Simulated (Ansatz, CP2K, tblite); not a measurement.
# CP2K on generalised stacking fault on (110) of a LiCl-LiBr solid solution (56 atoms): settings against a plane-wave reference

How do the settings of CP2K change the result for generalised stacking fault on (110) of a LiCl-LiBr solid solution (56 atoms)? A plane-wave run serves as the yardstick.

Calculated with CP2K 2026.2; the method is named at each step.

## 1. Starting point

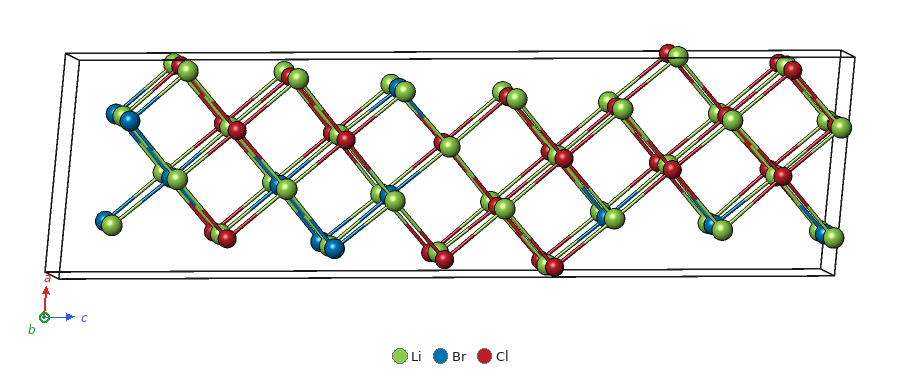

Start, viewed from the side, with the c axis across the page; lithium green, bromine blue, chlorine red. Some periodic images of atoms are drawn too.

The cell holds 56 atoms: 28 Li, 10 Br and 18 Cl. Cell: a = 7.448 Å, b = 5.266 Å, c = 26.384 Å, α = 90.0°, β = 84.6°, γ = 90.0°. Rock-salt LiCl lattice (a = 5.2663 Å, the value set for the mixture), cell with z along [110], 2 x 1 x 7 periods; the third cell vector is tilted by 0.667 of 1/2[1-10] and lengthened by 0.2 Å, so the cell holds one fault; displaced by a Gaussian of 0.01 Å; 10 of 28 Cl sites given to Br at random (lattice constant by Vegard's rule between LiCl and LiBr). Then every atom was moved at random, 0.03 Å r.m.s. a Cartesian component. The structure's axis is c.

The yardstick, on the same geometry:

* method: Kohn-Sham DFT, PBE, PAW, plane waves (Ansatz 0.2.0); cutoff 420 eV, Γ point, fermi-dirac smearing of 0.05 eV; PAW set soft_2
* r.m.s. force component: 0.3543 eV/Å
* longest force: 2.077 eV/Å
* pressure: 0.4981 GPa
* gap (highest filled to lowest empty level): 5.402 eV
* SCF cycles: 7
* time: 5.5 s on 4 threads of Arm Neoverse V2, shared host
* CPU time: 20 s

## 2. PBE, DZVP-UZH, 800/50 Ry, diagonalisation

Method: Kohn-Sham DFT, PBE, GTH-PBE pseudopotentials, Gaussian and plane waves, DZVP-MOLOPT (UZH set), diagonalisation.

Input file input.inp:

```
&GLOBAL
  PROJECT cell
  RUN_TYPE ENERGY_FORCE
  PRINT_LEVEL LOW
&END GLOBAL
&FORCE_EVAL
  METHOD QS
  STRESS_TENSOR ANALYTICAL
  &DFT
    BASIS_SET_FILE_NAME BASIS_MOLOPT_UZH
    POTENTIAL_FILE_NAME POTENTIAL_UZH
    &MGRID
      CUTOFF 800
      REL_CUTOFF 50
      NGRIDS 5
    &END MGRID
    &QS
      EPS_DEFAULT 1.0E-12
    &END QS
    &SCF
      SCF_GUESS ATOMIC
      EPS_SCF 1.0E-06
      MAX_SCF 200
      ADDED_MOS 28
      &DIAGONALIZATION
        ALGORITHM STANDARD
      &END DIAGONALIZATION
      &SMEAR ON
        METHOD FERMI_DIRAC
        ELECTRONIC_TEMPERATURE [K] 580
      &END SMEAR
      &MIXING
        METHOD BROYDEN_MIXING
        ALPHA 0.15
        NBROYDEN 8
      &END MIXING
      &PRINT
        &RESTART OFF
        &END RESTART
      &END PRINT
    &END SCF
    &XC
      &XC_FUNCTIONAL PBE
      &END XC_FUNCTIONAL
    &END XC
    &PRINT
      &MULLIKEN ON
      &END MULLIKEN
      &HIRSHFELD ON
        SHAPE_FUNCTION DENSITY
      &END HIRSHFELD
      &MO ON
        EIGENVALUES T
        OCCUPATION_NUMBERS T
        MO_INDEX_RANGE 129 152
        &EACH
          QS_SCF 0
        &END EACH
        ADD_LAST NUMERIC
      &END MO
    &END PRINT
  &END DFT
  &SUBSYS
    &CELL
      A 7.44767 0.00000 0.00000
      B 0.00000 5.26630 0.00000
      C 2.48253 0.00000 26.26686
    &END CELL
    &COORD
      SCALED
      Li 0.67769 0.00430 0.99081
      Br 0.72178 0.00685 0.07241
      Li 0.94899 0.00178 0.14109
      Cl 0.67571 0.99338 0.21215
      Li 0.91161 0.00256 0.28444
      Cl 0.63069 0.99629 0.35380
      Li 0.85134 0.99862 0.42386
      Cl 0.58548 0.01455 0.49758
      Li 0.81538 0.99928 0.56867
      Cl 0.54234 0.00701 0.63690
      Li 0.76718 0.99735 0.70670
      Cl 0.48906 0.99681 0.77802
      Li 0.71285 0.99725 0.84978
      Cl 0.45671 0.99978 0.92147
      Li 0.17363 0.99779 0.99440
      Br 0.23197 0.00784 0.07161
      Li 0.45363 0.00293 0.14063
      Cl 0.18101 0.00034 0.21224
      Li 0.40732 0.00272 0.28292
      Br 0.13351 0.99843 0.35192
      Li 0.35112 0.00511 0.42384
      Cl 0.08151 0.99523 0.49527
      Li 0.31333 0.00184 0.56661
      Cl 0.04524 0.00551 0.63789
      Li 0.26578 0.99869 0.70952
      Cl 0.98862 0.00815 0.77748
      Li 0.21151 0.99817 0.84986
      Cl 0.94130 0.99823 0.92140
      Li 0.22844 0.50540 0.07099
      Cl 0.95739 0.49998 0.14069
      Li 0.18611 0.49813 0.21260
      Cl 0.90481 0.51113 0.28317
      Li 0.12967 0.49941 0.35468
      Br 0.84956 0.49027 0.42523
      Li 0.09885 0.50057 0.49538
      Cl 0.80947 0.49840 0.56693
      Li 0.03932 0.50087 0.63736
      Cl 0.76080 0.50158 0.70770
      Li 0.98891 0.49981 0.78097
      Cl 0.71737 0.49189 0.85128
      Li 0.94429 0.49437 0.92182
      Cl 0.67325 0.49944 0.99389
      Li 0.72754 0.49605 0.07269
      Br 0.44631 0.50844 0.14215
      Li 0.67577 0.50798 0.21139
      Br 0.40924 0.49845 0.28280
      Li 0.63780 0.49114 0.35369
      Br 0.36008 0.50032 0.42605
      Li 0.58169 0.50828 0.49742
      Cl 0.30869 0.50002 0.56625
      Li 0.53776 0.50509 0.63810
      Br 0.25468 0.50044 0.70865
      Li 0.49414 0.50480 0.78112
      Br 0.21971 0.51154 0.84747
      Li 0.44341 0.49774 0.92173
      Br 0.17478 0.50328 0.99242
    &END COORD
    &KIND Li
      BASIS_SET DZVP-MOLOPT-PBE-GTH-q3
      POTENTIAL GTH-PBE-q3
    &END KIND
    &KIND Br
      BASIS_SET DZVP-MOLOPT-PBE-GTH-q7
      POTENTIAL GTH-PBE-q7
    &END KIND
    &KIND Cl
      BASIS_SET DZVP-MOLOPT-PBE-GTH-q7
      POTENTIAL GTH-PBE-q7
    &END KIND
  &END SUBSYS
  &PRINT
    &FORCES ON
    &END FORCES
    &STRESS_TENSOR ON
    &END STRESS_TENSOR
  &END PRINT
&END FORCE_EVAL
```

Run with:

```
> OMP_NUM_THREADS=1 mpirun -np 4 cp2k.psmp -i input.inp > output.txt
```

Numbers of over 12 decimals in the logs are rounded to 6 here.

The program printed:

```text
CP2K| version string:                                       CP2K version 2026.2
 CP2K| Input file name                                                 input.inp
 GLOBAL| Basis set file name                                    BASIS_MOLOPT_UZH
 GLOBAL| Potential file name                                       POTENTIAL_UZH
 GLOBAL| Run type                                                   ENERGY_FORCE
 GLOBAL| Total number of message passing processes                             4
 GLOBAL| Number of threads for this process                                    1
 TOTAL NUMBERS AND MAXIMUM NUMBERS
  Total number of            - Atomic kinds:                                   3
                             - Atoms:                                         56
                             - Shell sets:                                    56
                             - Shells:                                       252
                             - Primitive Cartesian functions:                252
                             - Cartesian basis functions:                    560
                             - Spherical basis functions:                    532
  Maximum angular momentum of- Orbital basis functions:                        2
                             - Local part of the GTH pseudopotential:          6
                             - Non-local part of the GTH pseudopotential:      4
 SCF PARAMETERS         Density guess:                                    ATOMIC
                        max_scf:                                             200
                        eps_scf:                                        1.00E-06
                        added MOs                                        28    0
                        Mixing method:                            BROYDEN_MIXING
                                                charge density mixing in g-space
                        Smear method:                                FERMI_DIRAC
                        Electronic temperature [K]:                        580.0
                        Electronic temperature [a.u.]:                  1.84E-03
                        Accuracy threshold:                             1.00E-10
 Extrapolation method: initial_guess
 Number of electrons:                                                        280
 Number of occupied orbitals:                                                140
 Number of molecular orbitals:                                               168
 Number of orbital functions:                                                532
 Number of independent orbital functions:                                    532
 SCF WAVEFUNCTION OPTIMIZATION
  Step     Update method      Time    Convergence         Total energy    Change
     1 NoMix/Diag. 0.15E+00    2.0     0.66500335      -616.4567367277 -6.16E+02
     2 Broy./Diag. 0.15E+00    3.1     0.03362957      -600.9948552743  1.55E+01
     3 Broy./Diag. 0.15E+00    3.1     0.11013603      -610.1719447426 -9.18E+00
     4 Broy./Diag. 0.15E+00    3.1     0.00432251      -616.4643959152 -6.29E+00
[...]
23 Broy./Diag. 0.15E+00    3.3     0.00000129      -616.2772618200 -1.02E-05
    24 Broy./Diag. 0.15E+00    3.3     0.00000080      -616.2772591946  2.63E-06
  *** SCF run converged in    24 steps ***
  Electronic density on regular grids:       -279.9999999999        0.0000000001
  Core density on regular grids:              279.9999999996       -0.0000000004
  Total charge density on r-space grids:       -0.0000000003
  Total charge density g-space grids:          -0.0000000003
  Overlap energy of the core charge distribution:               3.54904e-09
  Self energy of the core charge distribution:              -1060.672308
  Core Hamiltonian energy:                                    212.528872
  Hartree energy:                                             363.568766
  Exchange-correlation energy:                               -131.702590
  Electronic entropic energy:                                  -0.000000
  Fermi energy:                                                 0.166711
  Total energy:                                              -616.277259
  Total energy (extrapolated to T->0):                       -616.277259
 MO| EIGENVALUES AND OCCUPATION NUMBERS
 MO|
 MO|  Index      Eigenvalue [a.u.]        Eigenvalue [eV]             Occupation
 MO|    129               0.008351               0.227237               2.000000
 MO|    130               0.009757               0.265503               2.000000
 MO|    131               0.011667               0.317473               2.000000
[...]
MO|    151               0.297507               8.095584               0.000000
 MO|    152               0.300385               8.173894               0.000000
 MO| Sum:                                                             280.000000
 MO| E(Fermi):            0.166711 a.u.          4.536438 eV
 MO| Band gap:            0.195070 a.u.          5.308130 eV
 !-----------------------------------------------------------------------------!
                     Mulliken Population Analysis
 #  Atom  Element  Kind  Atomic population                           Net charge
       1     Li       1          2.460377                              0.539623
       2     Br       2          7.365005                             -0.365005
       3     Li       1          2.579961                              0.420039
[...]
55     Li       1          2.587102                              0.412898
      56     Br       2          7.356812                             -0.356812
 # Total charge                            280.000000                 -0.000000
 !-----------------------------------------------------------------------------!
 !-----------------------------------------------------------------------------!
                           Hirshfeld Charges
  #Atom  Element  Kind  Ref Charge     Population                    Net charge
      1       Li     1       3.000          2.871                         0.129
      2       Br     2       7.000          7.102                        -0.102
      3       Li     1       3.000          2.880                         0.120
[...]
55       Li     1       3.000          2.877                         0.123
     56       Br     2       7.000          7.098                        -0.098
  Total Charge                                                           -0.000
 !-----------------------------------------------------------------------------!
 ENERGY| Total FORCE_EVAL ( QS ) energy [hartree]           -616.277256
 FORCES| Atomic forces [hartree/bohr]
 FORCES|   Atom     x               y               z               |f|
 FORCES|      1 -6.94487312E-03 -5.00334967E-04 -2.68130034E-02   2.77023239E-02
 FORCES|      2  1.10747329E-02 -2.96942012E-03  2.31068463E-02   2.57952226E-02
 FORCES|      3  2.11869267E-03 -1.57218470E-04  4.34612173E-03   4.83759758E-03
[...]
FORCES|     55  6.65079856E-03  2.18597051E-04  1.19679771E-03   6.76115603E-03
 FORCES|     56 -1.23665497E-02 -4.35776840E-04 -3.44885908E-02   3.66412930E-02
 FORCES| Sum    -1.44756302E-05  2.10936492E-06  1.06764931E-05
 FORCES| Total atomic force                                       1.81102401E-05
 STRESS| Analytical stress tensor [bar]
 STRESS|                        x                   y                   z
 STRESS|      x        3.64176398673E+04   8.62197196554E+01   5.81524676912E+03
 STRESS|      y        8.62197196554E+01  -2.72921883117E+04  -4.76519547773E+01
 STRESS|      z        5.81524676912E+03  -4.76519547773E+01   1.22600182035E+04
 STRESS| 1/3 Trace                                             7.12848991967E+03
```

Wall time 85 s (4 MPI ranks of Arm Neoverse V2, shared host); peak memory 4.5 GiB.

Banners, paths, timers and routine set-up lines are dropped from the logs unmarked, and long logs keep their key lines alone; longer cuts are marked.

Compared with the plane-wave run:

```
r.m.s. force component                           : 0.3732 eV/Å
r.m.s. difference of force components            : 22.21 meV/Å
longest difference of force vectors              : 104.6 meV/Å
force difference over r.m.s. force               : 6.268 %
slope of forces against the reference's          : 1.053
correlation of force components                  : 0.9995
gap (highest filled to lowest empty level) : 5.308 eV
gap difference                                   : -0.0934 eV
pressure                                         : 0.7128 GPa
pressure difference                              : 0.2147 GPa
```

Length of the force difference by element (eV/Å):

```
element  atoms   mean   most
     Br     10  0.042   0.10
     Cl     18  0.018  0.089
     Li     28  0.034  0.085
```

Levels nearest the highest filled one (eV from it): -0.59, -0.56, -0.50, -0.48, -0.38, -0.36, -0.35, -0.33, -0.32, -0.23, -0.12, 0.00, 5.31, 5.77, 5.83, 6.66, 6.70, 6.88, 7.00, 7.09, 7.12, 7.26, 7.27, 7.35.

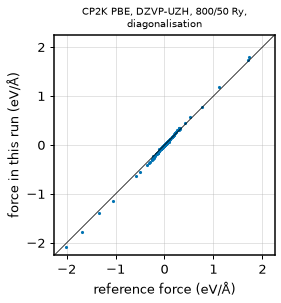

Force components against those of the reference; the line marks equality.

A closer look about Li15, which bears the longest force: 9 atoms, nearest first, numbered in the order of the input, with positions taken from that point.

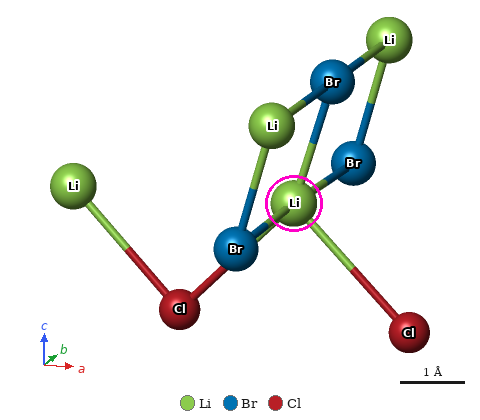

The atoms of the table, within 3.7 Å (arrows a, b, c point along x, y, z); some may hide others; the central atom is ringed.

```
atom      x      y      z  distance (Å)  bonds  Hirshfeld charge (e)     Fx     Fy  Fz (eV/Å)
Li15   0.00   0.00   0.00          0.00      5                  0.13  -0.55   0.00      -2.09
Br16   0.63   0.05   2.03          2.12      5                 -0.11   0.46  -0.04       1.81
Br56   0.00  -2.60  -0.05          2.60      5                 -0.10  -0.64  -0.02      -1.77
Br56   0.00   2.66  -0.05          2.66      5                 -0.10  -0.64  -0.02      -1.77
Cl28  -1.91   0.00  -1.92          2.71      6                 -0.13   0.19   0.03       0.06
Cl14   1.93   0.01  -1.92          2.72      6                 -0.14  -0.23   0.01       0.07
Li29   0.60  -2.59   2.01          3.34      5                  0.11   0.34   0.01       1.74
Li29   0.60   2.67   2.01          3.40      5                  0.11   0.34   0.01       1.74
 Li1  -3.70   0.03  -0.09          3.70      5                  0.13  -0.36  -0.03      -1.38
```

Forces lie 6.3 % from the reference's, at 17 times its CPU time.

## 3. GFN1-xTB, diagonalisation

Method: GFN1-xTB tight binding (the program's own implementation), diagonalisation.

Input file input.inp:

```
&GLOBAL
  PROJECT cell
  RUN_TYPE ENERGY_FORCE
  PRINT_LEVEL LOW
&END GLOBAL
&FORCE_EVAL
  METHOD QS
  STRESS_TENSOR ANALYTICAL
  &DFT
    &QS
      METHOD XTB
      &XTB
        GFN_TYPE 1
        DO_EWALD T
        CHECK_ATOMIC_CHARGES F
      &END XTB
    &END QS
    &SCF
      SCF_GUESS ATOMIC
      EPS_SCF 1.0E-06
      MAX_SCF 200
      ADDED_MOS 42
      &DIAGONALIZATION
        ALGORITHM STANDARD
      &END DIAGONALIZATION
      &SMEAR ON
        METHOD FERMI_DIRAC
        ELECTRONIC_TEMPERATURE [K] 580
      &END SMEAR
      &MIXING
        METHOD BROYDEN_MIXING
        ALPHA 0.15
        NBROYDEN 8
      &END MIXING
      &PRINT
        &RESTART OFF
        &END RESTART
      &END PRINT
    &END SCF
    &PRINT
      &MULLIKEN ON
      &END MULLIKEN
    &END PRINT
  &END DFT
  &SUBSYS
    &CELL
      A 7.44767 0.00000 0.00000
      B 0.00000 5.26630 0.00000
      C 2.48253 0.00000 26.26686
    &END CELL
    &COORD
      Li 7.50693 0.02265 26.02547
      Br 5.55534 0.03607 1.90198
      Li 7.41802 0.00937 3.70599
      Cl 5.55913 5.23144 5.57251
      Li 7.49550 0.01348 7.47135
      Cl 5.57549 5.24676 9.29322
      Li 7.39274 5.25903 11.13347
      Cl 5.59572 0.07662 13.06986
      Li 7.48442 5.26251 14.93718
      Cl 5.62029 0.03692 16.72936
      Li 7.46811 5.25234 18.56279
      Cl 5.57382 5.24950 20.43614
      Li 7.41868 5.25182 22.32105
      Cl 5.68900 5.26514 24.20412
      Li 3.76177 5.25466 26.11977
      Br 1.90541 0.04129 1.88097
      Li 3.72760 0.01543 3.69391
      Cl 1.87499 0.00179 5.57488
      Li 3.73594 0.01432 7.43142
      Br 1.86799 5.25803 9.24383
[... 32 atom lines left out ...]
      Li 5.61935 2.65843 20.51757
      Br 3.74020 2.69392 22.26038
      Li 5.59059 2.62125 24.21095
      Br 3.76542 2.65042 26.06776
    &END COORD
  &END SUBSYS
  &PRINT
    &FORCES ON
    &END FORCES
    &STRESS_TENSOR ON
    &END STRESS_TENSOR
  &END PRINT
&END FORCE_EVAL
```

Run with:

```
> OMP_NUM_THREADS=1 cp2k.psmp -i input.inp > output.txt
```

The program printed:

```text
CP2K| version string:                                       CP2K version 2026.2
 CP2K| Input file name                                                 input.inp
 GLOBAL| Basis set file name                                           BASIS_SET
 GLOBAL| Potential file name                                           POTENTIAL
 GLOBAL| Run type                                                   ENERGY_FORCE
 GLOBAL| Total number of message passing processes                             1
 GLOBAL| Number of threads for this process                                    1
                  #####   #####        #          ####### ######
                 #     # #     #      #              #    #     #
                 #     # #           #    ##   ##    #    #     #
[... lines left out ...]
                        Smear method:                                FERMI_DIRAC
[... lines left out ...]
 Number of electrons:                                                        224
[... lines left out ...]
  Step     Update method      Time    Convergence         Total energy    Change
[... lines left out ...]
  *** SCF run converged in    73 steps ***
[... lines left out ...]
  Fermi energy:                                                -0.214903
  Total energy:                                              -129.222277
  Total energy (extrapolated to T->0):                       -129.222277
 MULLIKEN POPULATION ANALYSIS
  # Atom   Element   Kind        Atomic population                    Net charge
       1     Li         1                 0.567335                      0.432665
       3     Li         1                 0.558012                      0.441988
       5     Li         1                 0.525145                      0.474855
[...]
42     Cl         3                 7.535647                     -0.535647
      50     Cl         3                 7.491905                     -0.491905
 # Total charge                         224.000000                     -0.000000
 ENERGY| Total FORCE_EVAL ( QS ) energy [hartree]           -129.222277
 FORCES| Atomic forces [hartree/bohr]
 FORCES|   Atom     x               y               z               |f|
 FORCES|      1 -6.79495213E-03 -6.71428805E-04 -3.31860069E-02   3.38811635E-02
 FORCES|      2  1.39019969E-02 -3.15243558E-03  2.90385267E-02   3.23487156E-02
 FORCES|      3  1.66273201E-03 -1.43912479E-04  4.03851822E-03   4.36978466E-03
[...]
FORCES|     55  5.50895273E-03  2.50034744E-04 -3.49406667E-04   5.52568209E-03
 FORCES|     56 -1.57812658E-02 -6.26730568E-04 -5.10193788E-02   5.34080345E-02
 FORCES| Sum     1.02695630E-15 -8.74951153E-17  2.07472928E-15
 FORCES| Total atomic force                                       2.31663467E-15
 STRESS| Analytical stress tensor [bar]
 STRESS|                        x                   y                   z
 STRESS|      x       -1.57262316773E+04   6.62897531096E+01   5.65388297375E+02
 STRESS|      y        6.62897531096E+01  -2.27588239673E+04   1.64016797939E+02
 STRESS|      z        5.65388297375E+02   1.64016797939E+02  -1.98539711799E+04
 STRESS| 1/3 Trace                                            -1.94463422748E+04
```

Elapsed: 5.7 s, on 1 thread; peak memory 0.24 GiB.

Against the reference:

```
r.m.s. force component                  : 0.4844 eV/Å
r.m.s. difference of force components   : 155 meV/Å
longest difference of force vectors     : 1041 meV/Å
force difference over r.m.s. force      : 43.74 %
slope of forces against the reference's : 1.339
correlation of force components         : 0.9793
pressure                                : -1.945 GPa
pressure difference                     : -2.443 GPa
```

Against the first run (6.3 %), the force difference from the reference is 44 %, at 0.017 times the CPU time (on 1 against 4 cores) (73 SCF steps against 24); the model has changed, so this is no error of the program alone.

The difference per atom is largest on Br (0.31 eV/Å on average, against 0.12 on Li).

[end of part 1 of 3]

[Also dropped from logs without a mark: logging warnings of Python, and SIESTA's first energy breakdown and zero terms.]

[Logs are printed without paths, hosts, clocks, repeated set-up lines and the standing remarks that a program may print on its own settings, such as how far it seeks lower states.]

[Hosts, paths, dates, database ids (printed as entryN), source tags and the programs' standing remarks are cut or masked in the printed files.]
